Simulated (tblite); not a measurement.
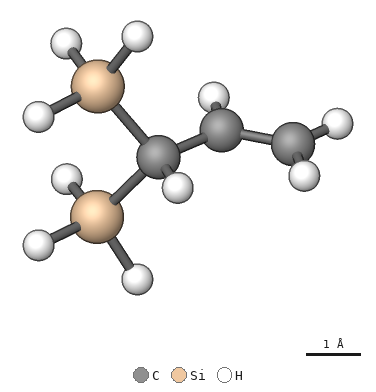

C₃H₁₀Si₂ (charge +1, multiplicity 2), before the relaxation. Style: ball-and-stick. Shown at a tilt.

The calculation used GFN2-xTB geometry optimisation, gas phase (tblite 0.8.0).

```xyz
15

C    -0.0473    2.4540   -0.5565
C    -0.2181    1.2872    0.2444
C     0.1158   -0.0904   -0.2906
Si    1.4351   -1.0036    0.6573
Si   -1.3458   -1.2869   -0.2642
H     0.2905    2.3910   -1.5814
H    -0.2918    3.4324   -0.1418
H    -0.5638    1.4175    1.2787
H     0.4530   -0.0030   -1.3312
H     2.6907   -0.2230    0.6706
H     1.7440   -2.3257    0.0401
H     1.0316   -1.2234    2.0842
H    -2.4710   -0.7290   -1.0636
H    -0.9784   -2.5936   -0.8811
H    -1.8491   -1.4955    1.1132
```

What does the optimiser find from here?

Answer. The atom that moves furthest after the best rigid fit is H13 (0.19 Å). By element the largest moves are H 0.19 Å, Si 0.14 Å, C 0.12 Å. Among the contacts that change: C3–Si4 1.864 → 2.000 Å, C3–Si5 1.889 → 2.000 Å, C2–C3 1.515 → 1.433 Å, C1–C2 1.425 → 1.355 Å. Among the angles between lasting bonds that change: C3–Si5–H13 109.9° → 100.5°, H13–Si5–H14 107.0° → 114.6°, C3–Si4–H11 111.7° → 104.3°. The energy falls by 0.658 eV in 39 geometry steps.

Final geometry:

```xyz
15

C    -0.0597    2.3469   -0.5124
C    -0.1823    1.1967    0.1929
C     0.1208   -0.1022   -0.3305
Si    1.5408   -1.0149    0.7421
Si   -1.4722   -1.3094   -0.2711
H     0.2832    2.3455   -1.5355
H    -0.2984    3.3050   -0.0818
H    -0.5305    1.2468    1.2171
H     0.4618   -0.0336   -1.3651
H     2.6370   -0.0550    0.6068
H     1.7543   -2.2811    0.0534
H     1.0131   -1.1282    2.0963
H    -2.4141   -0.5498   -1.0943
H    -1.0057   -2.5521   -0.8726
H    -1.8526   -1.4065    1.1329
```

The end point in the same view:

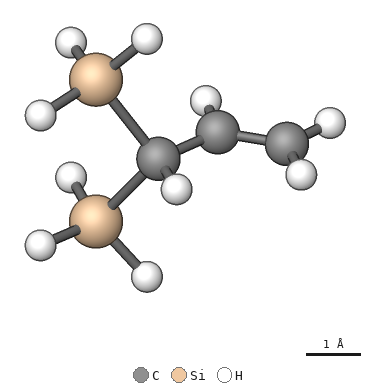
